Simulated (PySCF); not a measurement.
# C$_{3}$H$_{3}$F$_{5}$: a changed input and its effect

System: C$_{3}$H$_{3}$F$_{5}$ (1,1,1,2,3-pentafluoropropane).
Method of run A: GIAO PBE0/pcSseg-1 NMR shielding, non-relativistic, gas phase (PySCF 2.14.0).

The geometry comes from this level: GFN2-xTB, NEB image 2 of 0 to 8. Text and figures count atoms from 1; the logs count them from 0 in places.

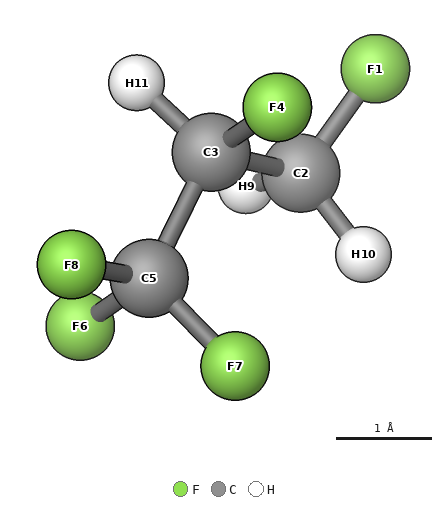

Figure 1. The input geometry (ball-and-stick view, seen at a tilt; atoms are numbered from 1 in the order of the input). Bond lengths as drawn: C–C 1.53 to 1.54 Å, C–F 1.33 to 1.36 Å and C–H 1.09 to 1.10 Å.

**Input, run A**
```
{"job": {"kind": "nmr", "xc": "PBE0", "basis": "pcSseg-1", "pop": false}, "charge": 0, "multiplicity": 1}
F     -2.357400    -0.296000     0.474900
C     -1.256500     0.295800    -0.064100
C     -0.033600    -0.604600     0.155400
F      0.020400    -1.023600     1.453200
C      1.260800     0.171000    -0.135800
F      1.280200     0.586800    -1.411700
F      1.376900     1.257100     0.629200
F      2.348300    -0.571100     0.056100
H     -1.443300     0.424000    -1.134800
H     -1.125900     1.264500     0.428700
H     -0.064600    -1.501300    -0.477300
```

The first line tells a small driver script what to run in PySCF; the rest is the geometry in Å.

Command:
```bash
OMP_NUM_THREADS=1 python <driver script> task.json out
```

Hardware: 1 CPU thread, shared host.

**Output (run A)**
```
coarse grid: 10552 points
cycle   1  E = -614.4204290961  dE =  1.222e+00  |g| = 1.052e+00  |ddm| = 2.768e+00
cycle   2  E = -614.1862403046  dE =  2.342e-01  |g| = 1.656e+00  |ddm| = 1.418e+00
cycle   3  E = -614.6004635131  dE = -4.142e-01  |g| = 5.982e-02  |ddm| = 9.101e-01
cycle   4  E = -614.6007788942  dE = -3.154e-04  |g| = 4.342e-02  |ddm| = 5.264e-02
cycle   5  E = -614.6010812214  dE = -3.023e-04  |g| = 9.601e-03  |ddm| = 2.769e-02
cycle   6  E = -614.6010933129  dE = -1.209e-05  |g| = 2.133e-03  |ddm| = 5.541e-03
cycle   7  E = -614.6010940793  dE = -7.665e-07  |g| = 4.080e-04  |ddm| = 1.685e-03
final grid: 107760 points
cycle   8  E = -614.6802145831  dE = -5.021e-05  |g| = 7.424e-03  |ddm| = 2.038e-02
cycle   9  E = -614.6802058260  dE =  8.757e-06  |g| = 1.071e-02  |ddm| = 1.051e-02
cycle  10  E = -614.6802253975  dE = -1.957e-05  |g| = 8.359e-04  |ddm| = 5.758e-03
cycle  11  E = -614.6802255164  dE = -1.189e-07  |g| = 2.324e-04  |ddm| = 7.848e-04
cycle  12  E = -614.6802255244  dE = -7.966e-09  |g| = 6.935e-05  |ddm| = 1.642e-04
cycle  13  E = -614.6802255250  dE = -6.248e-10  |g| = 1.986e-05  |ddm| = 4.834e-05
converged SCF energy = -614.6802255250

GIAO shielding tensors (ppm)
atom      isotropic    diamagn.    paramagn.     s11        s22        s33       span
  0 F      443.886     468.157     -24.271    401.948    453.957    475.752     73.804
  1 C      104.721     242.685    -137.964     73.742     85.575    154.847     81.105
  2 C       96.160     244.136    -147.976     73.848     87.228    127.405     53.557
  3 F      412.420     470.702     -58.282    384.615    411.456    441.189     56.574
  4 C       55.659     242.135    -186.475     51.424     53.545     62.009     10.584
  5 F      265.420     473.886    -208.466    182.225    270.816    343.218    160.993
  6 F      271.634     473.149    -201.515    191.759    277.403    345.741    153.982
  7 F      260.905     470.486    -209.581    180.315    258.784    343.617    163.302
  8 H       26.808      28.309      -1.501     22.206     28.248     29.968      7.762
  9 H       26.563      28.069      -1.506     21.697     27.381     30.611      8.914
 10 H       26.519      28.512      -1.993     24.434     25.213     29.911      5.477
```

The input of run B differs as follows (lines with − go, lines with + come):
```diff
-F     -2.357400    -0.296000     0.474900
-C     -1.256500     0.295800    -0.064100
-C     -0.033600    -0.604600     0.155400
-F      0.020400    -1.023600     1.453200
-C      1.260800     0.171000    -0.135800
-F      1.280200     0.586800    -1.411700
-F      1.376900     1.257100     0.629200
-F      2.348300    -0.571100     0.056100
-H     -1.443300     0.424000    -1.134800
-H     -1.125900     1.264500     0.428700
-H     -0.064600    -1.501300    -0.477300
+F     -2.362500    -0.467600    -0.136600
+C     -1.253800     0.313200     0.003600
+C     -0.027800    -0.566300     0.254300
+F      0.114900    -0.828200     1.588800
+C      1.253000     0.134200    -0.224200
+F      1.198200     0.354100    -1.545800
+F      1.424500     1.322700     0.359300
+F      2.342200    -0.592600     0.008800
+H     -1.140600     0.881600    -0.925000
+H     -1.420300     0.982000     0.854100
+H     -0.122400    -1.530400    -0.263200
```

What does this change do to the results?

With the same method and basis, run B lies 1.1 kcal/mol lower. The LUMO goes from 1.08 to 1.48 eV. The dipole moment goes from 1.85 to 1.04 D. Of all shieldings, the largest change is that of F1, by −17.3 ppm. The number of SCF iterations is the same.

**Output (run B)**
```
coarse grid: 10552 points
cycle   1  E = -614.4209765284  dE =  1.219e+00  |g| = 1.054e+00  |ddm| = 2.763e+00
cycle   2  E = -614.1879936025  dE =  2.330e-01  |g| = 1.656e+00  |ddm| = 1.439e+00
cycle   3  E = -614.6011274276  dE = -4.131e-01  |g| = 5.774e-02  |ddm| = 9.236e-01
cycle   4  E = -614.6014310835  dE = -3.037e-04  |g| = 4.147e-02  |ddm| = 5.189e-02
cycle   5  E = -614.6017093014  dE = -2.782e-04  |g| = 9.465e-03  |ddm| = 2.676e-02
cycle   6  E = -614.6017210800  dE = -1.178e-05  |g| = 2.126e-03  |ddm| = 5.496e-03
cycle   7  E = -614.6017218310  dE = -7.510e-07  |g| = 3.866e-04  |ddm| = 1.674e-03
final grid: 107760 points
cycle   8  E = -614.6818925798  dE = -5.632e-05  |g| = 7.841e-03  |ddm| = 2.190e-02
cycle   9  E = -614.6818822020  dE =  1.038e-05  |g| = 1.151e-02  |ddm| = 1.125e-02
cycle  10  E = -614.6819042821  dE = -2.208e-05  |g| = 7.622e-04  |ddm| = 6.192e-03
cycle  11  E = -614.6819043831  dE = -1.010e-07  |g| = 2.535e-04  |ddm| = 7.677e-04
cycle  12  E = -614.6819043930  dE = -9.839e-09  |g| = 6.676e-05  |ddm| = 1.777e-04
cycle  13  E = -614.6819043935  dE = -5.632e-10  |g| = 1.995e-05  |ddm| = 4.581e-05
converged SCF energy = -614.6819043935

GIAO shielding tensors (ppm)
atom      isotropic    diamagn.    paramagn.     s11        s22        s33       span
  0 F      426.580     469.236     -42.656    384.632    416.658    478.450     93.819
  1 C       99.809     243.470    -143.661     72.775     83.394    143.256     70.481
  2 C       90.508     243.922    -153.414     70.710     85.511    115.303     44.592
  3 F      401.745     471.226     -69.482    363.670    410.844    430.719     67.049
  4 C       55.924     242.225    -186.301     51.556     54.589     61.628     10.072
  5 F      262.422     473.751    -211.329    180.055    265.173    342.040    161.985
  6 F      270.071     473.518    -203.447    189.543    273.572    347.097    157.554
  7 F      263.318     470.401    -207.082    181.399    264.203    344.354    162.955
  8 H       26.573      28.497      -1.924     21.993     27.549     30.176      8.183
  9 H       26.458      27.891      -1.433     22.391     27.543     29.441      7.050
 10 H       26.467      28.518      -2.051     24.903     25.808     28.690      3.787
```

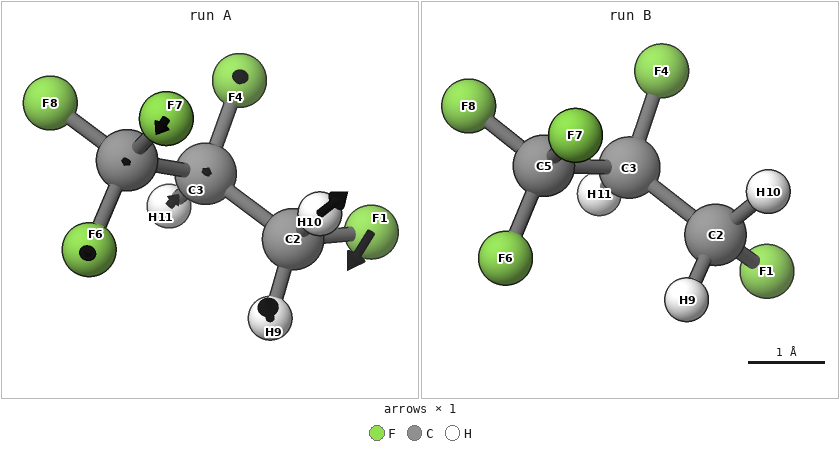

Figure 2. The two input geometries at one scale (ball-and-stick view, seen at a tilt). The black arrows on the first give the shifts of the atoms after the best rigid fit, at true length. F1 moves most after the best rigid fit: 0.64 Å. By element the largest moves are F 0.64 Å, H 0.59 Å, C 0.10 Å. Among the contacts that change: C2–C3 1.534 → 1.530 Å.

**The two runs side by side**

| quantity | run A | run B |
| --- | --- | --- |
| outcome | converged | converged |
| total energy (hartree) | −614.680226 | −614.681904 |
| HOMO (eV) | −10.07 | −10.06 |
| LUMO (eV) | 1.08 | 1.48 |
| dipole moment (D) | 1.85 | 1.04 |
| shielding of F1 (ppm) | 443.9 | 426.6 |
| shielding of C2 (ppm) | 104.7 | 99.8 |
| shielding of C3 (ppm) | 96.2 | 90.5 |
| shielding of F4 (ppm) | 412.4 | 401.7 |
| shielding of F6 (ppm) | 265.4 | 262.4 |
| shielding of F7 (ppm) | 271.6 | 270.1 |
| shielding of F8 (ppm) | 260.9 | 263.3 |
| SCF iterations | 13 | 13 |
| basis functions | 151 | 151 |
| wall time (shared host) | 44 s | 72 s |
